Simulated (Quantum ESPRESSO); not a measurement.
# Na (Sodium): from the cell to the phonon bands, part 3 of 3

How does Na (Sodium) vibrate, and is this structure a minimum?

Quantum ESPRESSO 7.5; DFT LDA, scalar-relativistic, plane waves, PseudoDojo norm-conserving pseudopotentials.

So far. Step 5 (Linear response on the mesh): The acoustic modes at Γ come out as far as 10.7 cm⁻¹ from zero, where they should vanish, a sizeable error of basis and grid. The relaxed cell has a = 4.054 Å (conventional setting).

## (7) Dispersion (continued)

Lowest modes at the softest wavevector of the mesh; phase exp(i q.(R + tau)). Modes at q = (0.250, -0.250, 0.000):

```tsv
mode	frequency (cm⁻¹)
1	23.6
2	65.8
3	97.5
```

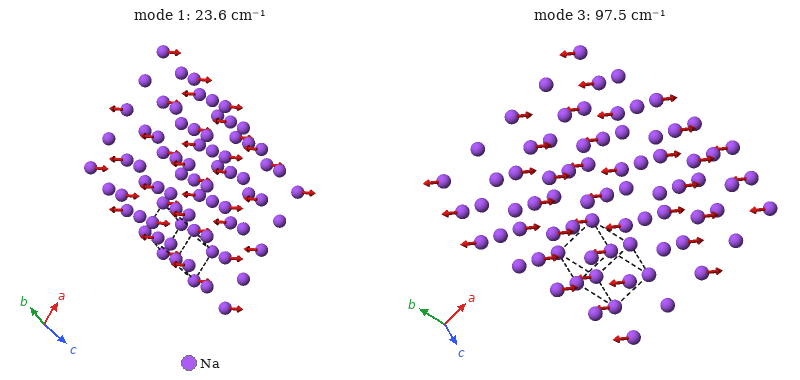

Displacement patterns of modes 1 and 3 at q = (0.250, -0.250, 0.000); arrows are exaggerated. 4×4×2 cells are drawn. The axes are those of the cell as run, not the conventional ones. Some periodic images of atoms are drawn too.

Force constants by pair (phonopy on the run's constants); pairs near half the supercell's span include their periodic images. Pair force constants, by row:

```tsv
atom	neighbour	distance (Å)	third of the trace (eV/Å²)	along the pair's line (eV/Å²)
Na1	itself	0	0.787	–
Na1	Na	3.511	-0.0877	-0.2798
Na1	Na	4.054	-0.0151	-0.0303
Na1	Na	5.734	0.0024	0.0064
Na1	Na	6.724	-9.00e-4	-0.0034
Na1	Na	7.023	-0.0033	-0.0047
```

Harmonic mean-square displacement, third of the trace. Mean-square displacements:

```tsv
T (K)	Na1 U_eq (Å²)
0	0.00969
100	0.0268
300	0.07586
600	0.1509
```

Mode patterns, pair constants, displacements and means over the zone were worked out by phonopy from the force constants of q2r.x.

All branches are real along the path.

## (8) Sums over the zone

Sums over the zone need many more wavevectors than were solved, so the interpolation is sampled on a dense mesh.

The input, matdyn.in:

```
&input
   asr = 'simple'
   flfrc = 'x.fc'
   dos = .true.
   fldos = 'x.dos'
   nk1 = 16
   nk2 = 16
   nk3 = 16
   deltaE = 0.3
/
```

On the command line:

```sh
> matdyn.x -in matdyn.in > matdyn.out
```

Numbers of over 12 decimals in the logs are rounded to 6 here.

What it wrote:

```text
[banner, memory and clock lines left out]
Program MATDYN v.7.5

 mass for atomic type   1 not given; uses mass from file x.fc
     Message from routine matdyn:
     Z* not found in file x.fc, TO-LO splitting at q=0 will be absent!

Note: The following floating-point exceptions are signalling: IEEE_UNDERFLOW_FLAG
```

It took 2.3 s on 1 thread of Intel Xeon at 2.70GHz, shared host.

Numbers from this step:

```yaml
share_of_modes_beyond_3i_cm_minus1_on_the_dense_interpolated_mesh: 0
zero_point_energy_per_atom: 16.83 meV
heat_capacity_at_300_k: 24.51 J/(mol atoms K)
vibrational_entropy_at_300_k: 47.94 J/(mol atoms K)
```

The phonon density of states has structure finer than the step of the table below, so its rows give means over 10 cm⁻¹, whole bins alone (the curve runs from 0 to 137 cm⁻¹). Peaks (cm⁻¹: height): 59.4: 0.0302, 92.7: 0.0365, 129.6: 0.0805.

Tetrahedra. Phonon density of states against wavenumber; means over each step:

```tsv
wavenumber (cm⁻¹)	phonon density of states (1/cm⁻¹/cell)
10	5.5e-4
20	0.00293
30	0.00986
40	0.0164
50	0.0221
60	0.0266
70	0.0207
80	0.0215
90	0.0301
100	0.0325
110	0.0271
120	0.0342
130	0.0542
```

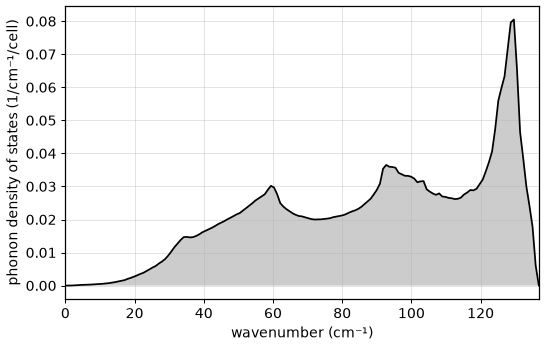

Phonon density of states, plotted against wavenumber.

Harmonic thermodynamic functions per atom, summed over the density of states scaled to three modes an atom; melting is ignored. Thermodynamic functions:

```tsv
T (K)	F_vib (meV/atom)	S (J/mol-atom/K)	C_V (J/mol-atom/K)
0	16.83	0	0
50	15.16	9.372	14.64
100	6.8	22.17	21.45
200	-25.23	38.09	23.99
300	-70.13	47.94	24.51
400	-123.7	55.02	24.7
500	-183.6	60.54	24.79
600	-248.8	65.06	24.83
700	-318.3	68.89	24.86
800	-391.4	72.21	24.88
900	-467.8	75.14	24.89
1000	-547.1	77.77	24.9
```

At 300 K the heat capacity has reached 98 % of the Dulong-Petit value.

## (9) The dispersion under another sum rule (asr all)

The sum rule corrects the force constants themselves, so it can shift branches at any wavevector, low ones most.

The input, matdyn.in:

```
&input
   asr = 'all'
   flfrc = 'x.fc'
   flfrq = 'x.freq'
   flvec = 'x.modes'
   q_in_band_form = .true.
   q_in_cryst_coord = .true.
/
8
  0.0000000   0.0000000   0.0000000   8  ! GAMMA
  0.5000000  -0.5000000   0.5000000   8  ! H
 -0.0000000  -0.0000000   0.5000000   8  ! N
  0.0000000   0.0000000   0.0000000   8  ! GAMMA
  0.2500000   0.2500000   0.2500000   8  ! P
  0.5000000  -0.5000000   0.5000000   1  ! H
  0.2500000   0.2500000   0.2500000   8  ! P
 -0.0000000  -0.0000000   0.5000000   1  ! N
```

On the command line:

```sh
> matdyn.x -in matdyn.in > matdyn.out
```

What it wrote:

```text
[banner, memory and clock lines left out]
Program MATDYN v.7.5

 mass for atomic type   1 not given; uses mass from file x.fc
 Norm of the difference between old and new effective charges:    0.000000

 Huang before:    1   1   1   2,   residual stress:   0.000000
 Huang before:    1   1   1   3,   residual stress:  -0.000000
 Huang before:    1   1   2   2,   residual stress:   0.000000
 Huang before:    1   1   2   3,   residual stress:   0.000000
 Huang before:    1   1   3   3,   residual stress:   0.000000
 Huang before:    1   2   1   3,   residual stress:  -0.000000
 Huang before:    1   2   2   2,   residual stress:  -0.000000
 Huang before:    1   2   2   3,   residual stress:  -0.000000
 Huang before:    1   2   3   3,   residual stress:   0.000000
 Huang before:    1   3   2   2,   residual stress:  -0.000000
 Huang before:    1   3   2   3,   residual stress:  -0.000000
 Huang before:    1   3   3   3,   residual stress:   0.000000
 Huang before:    2   2   2   3,   residual stress:   0.000000
 Huang before:    2   2   3   3,   residual stress:   0.000000
 Huang before:    2   3   3   3,   residual stress:  -0.000000

 Norm of the difference between old and new force-constants:   4.30176e-05

     Message from routine matdyn:
     Z* not found in file x.fc, TO-LO splitting at q=0 will be absent!
     Message from routine matdyn:
     Z* not found in file x.fc, TO-LO splitting at q=0 will be absent!

Note: The following floating-point exceptions are signalling: IEEE_UNDERFLOW_FLAG

   You are using asr="all", please consider citing C. Lin, S. Ponc\'e and N. Marzari, npj Comput Mater 8, 236 (2022).
```

Elapsed: 0.7 s, on 1 thread.

At the labelled points the branches move by no more than 1.9 cm⁻¹.

## (10) Outcome

| Item | Value |
| --- | --- |
| space group after relaxation | Im-3m |
| volume per atom | 33.3 Å³ |
| q mesh | 4×4×4 |
| lowest mode on the q mesh (acoustic ones at the zone centre apart) | 23.6 cm⁻¹ |
| zero-point energy per atom | 16.8 meV |
| heat capacity at 300 K | 24.5 J/(mol atoms K) |
| vibrational entropy at 300 K | 47.9 J/(mol atoms K) |
| imaginary modes on the q mesh | none |

Na (Sodium) is dynamically stable on the 4×4×4 mesh; its spectrum reaches 137 cm⁻¹. These are harmonic frequencies at zero temperature: anharmonic shifts and linewidths and thermal expansion are left out. In a metal the frequencies hang on the k mesh and the smearing, most of all near Kohn anomalies.

[Host names and launcher messages were left out of these logs when they were recorded.]

[Logs are printed without paths, hosts, clocks, repeated set-up lines and the standing remarks that a program may print on its own settings, such as how far it seeks lower states.]

[Hosts, paths, dates, database ids (printed as entryN), source tags and the programs' standing remarks are cut or masked in the printed files.]
